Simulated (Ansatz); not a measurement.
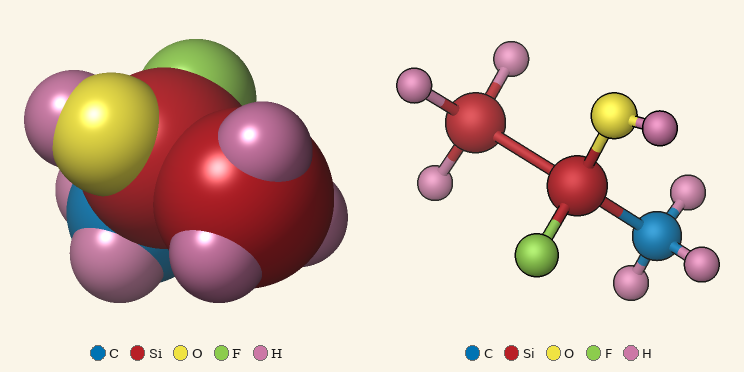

Two views of one molecule.

Give the formula.

CH7FOSi2, 12 atoms: 1 carbon, 7 hydrogen, 1 fluorine, 1 oxygen and 2 silicon.

What is the point group of this geometry?

C1.

Give a SMILES string for it.

C[Si@](O)(F)[SiH3]

Count the bonded pairs by element.

3 C–H, 3 Si–H, 1 C–Si, 1 O–Si, 1 F–Si, 1 Si–Si, 1 O–H.

More results for the same structure follow; atom numbers are the same in all pictures, views and colours differ. The geometry was computed by an optimisation with PBE0-D4/def2-TZVP.

**Electronic properties**

Level of theory: RKS CAM-B3LYP-D4/def2-TZVPP (Ansatz 0.2.0).

Estimate the HOMO energy (Kohn–Sham orbital).

−9.35 eV.

What is the dispersion correction?

−22.0 kJ/mol.

What is the HOMO–LUMO gap?

10.54 eV.

**Vibrations**

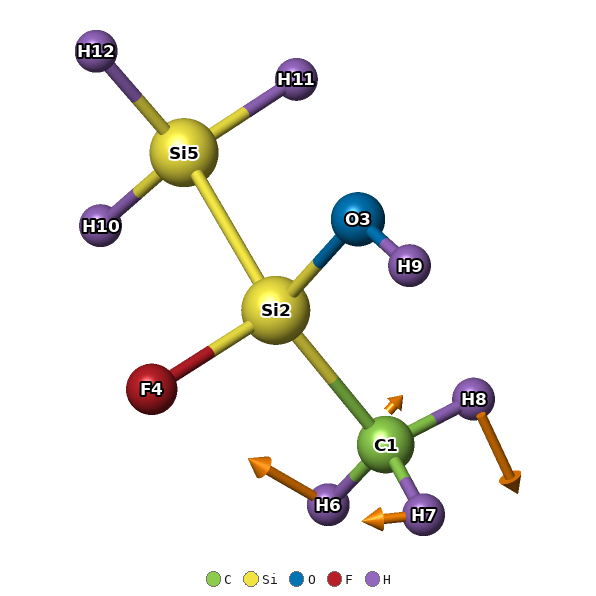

The arrows show one normal mode. Harmonic vibrations computed with RKS PBE0-D4/def2-TZVP (Ansatz 0.2.0) at a stationary point of the same level.

Describe the motion.

Mostly H–C–Si bending.

At what wavenumber does it lie?

772 cm⁻¹; it is mode 14 of 30 counted from the lowest.

**Charges**

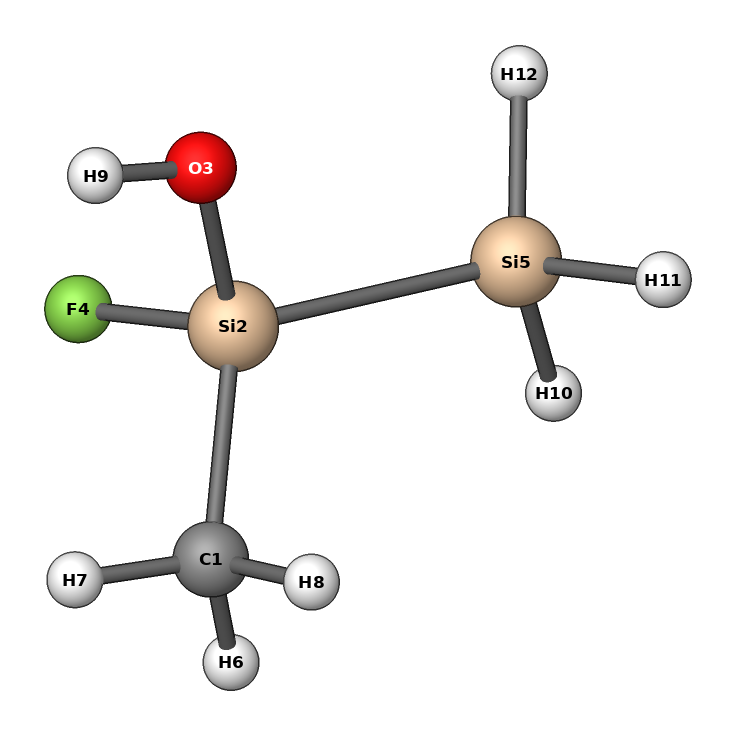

The questions are on Mulliken charges. Level of theory: RKS r2SCAN-D4/def2-TZVPP (Ansatz 0.2.0).

Give the Mulliken charges atom by atom.

```json
{"atom": "C1", "value (e)": "−0.33"}
{"atom": "Si2", "value (e)": "0.71"}
{"atom": "O3", "value (e)": "−0.41"}
{"atom": "F4", "value (e)": "−0.33"}
{"atom": "Si5", "value (e)": "0.11"}
{"atom": "H6", "value (e)": "0.08"}
{"atom": "H7", "value (e)": "0.07"}
{"atom": "H8", "value (e)": "0.08"}
{"atom": "H9", "value (e)": "0.20"}
{"atom": "H10", "value (e)": "−0.06"}
{"atom": "H11", "value (e)": "−0.06"}
{"atom": "H12", "value (e)": "−0.06"}
```

Mulliken values depend strongly on the basis set and can even reverse the polarity of a bond.
